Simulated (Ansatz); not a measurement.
System: CH2BBr (SMILES B=CBr).

Input file:

```
crystal:
  periodic: [false, false, false]
  atoms:
    - symbol: C
      position_ang: [-0.803798, 0.743626, 0.270782]
    - symbol: B
      position_ang: [-0.077060, -0.267384, -0.332363]
    - symbol: Br
      position_ang: [-2.251427, 1.258676, -0.926755]
    - symbol: H
      position_ang: [-0.774746, 1.297070, 1.196907]
    - symbol: H
      position_ang: [0.504691, -1.121617, -0.886960]
basis:
  gaussian: {orbitals: def2-TZVPD}
hamiltonian: {xc: pbe0}
output: {forces: true, orbitals: {seedname: orbitals}}
```

Command:

```sh
ansatz run input.yaml --threads 1 --pin off --max-ram 2610MiB --events-out events.jsonl --progress --plain --runs-dir runs
```

Geometry: B3LYP/6-31G*.

Method: Ansatz 0.2.0, isolated molecule in a Gaussian basis; Kohn-Sham density functional theory, functional PBE0.

> What can the converged electron density and electron localisation function tell about the bonding?

C–B (1.38 Å): the density is about 1.9 e/Å³ at the midpoint; the ELF peaks at about 0.90 between the atoms: a covalent bond.
C–Br (1.95 Å): ρ at the midpoint is about 1 e/Å³; the ELF peaks at about 0.85 between the atoms (a shared electron pair).
C–H (1.08 Å): ρ is about 2 e/Å³ halfway; the ELF climbs to about 1 towards the hydrogen, as it does in any bond to H (an ordinary covalent bond to hydrogen).
B–H (1.17 Å): ρ is about 1.3 e/Å³ halfway; the ELF climbs to about 1 towards the hydrogen: an ordinary covalent bond to hydrogen.

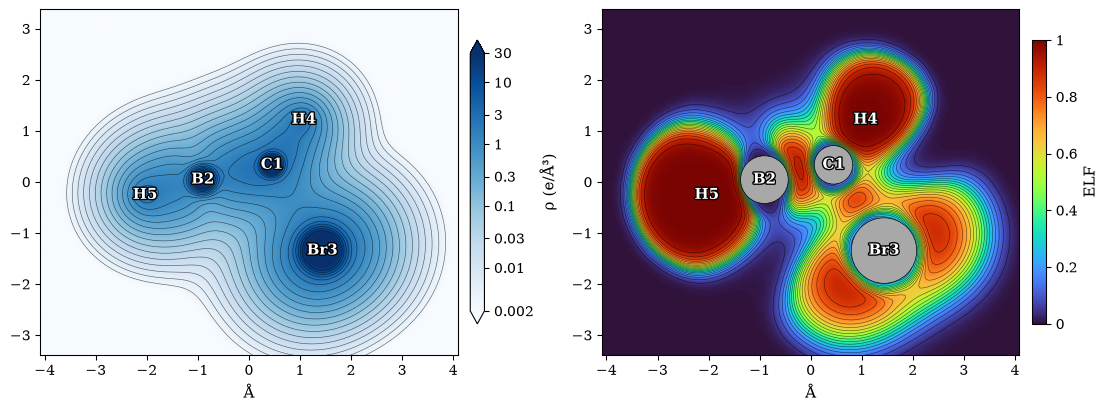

Computed electron density and electron localisation function on the molecular plane, in this order. Grey discs cover the atomic cores in the ELF map. 
